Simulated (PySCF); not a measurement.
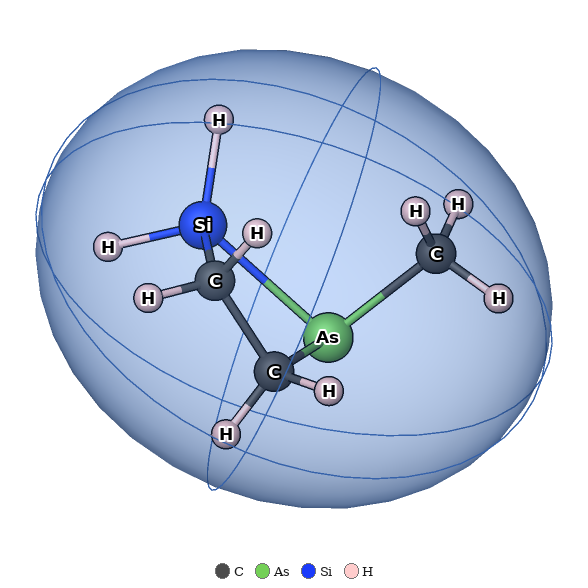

The ellipsoid shows the static dipole polarisability: its half-axes are proportional to the principal values. The geometry was computed by an optimisation with GFN2-xTB. No frequency run is at hand to confirm it as a minimum. Computed with CAM-B3LYP/def2-SVPD (PySCF 2.14.0).

> Give the principal values, the mean and the anisotropy.

Principal values 84.5, 91.3, 105.3 bohr³; mean 93.7 bohr³ (13.88 Å³); anisotropy 18.4 bohr³, so the longest axis is 1.25 times the shortest.

The geometry is semi-empirical. Around As, Si such bond lengths and angles can be off by a tenth of an ångström or more and by several degrees, and values that hang on the shape move with them.
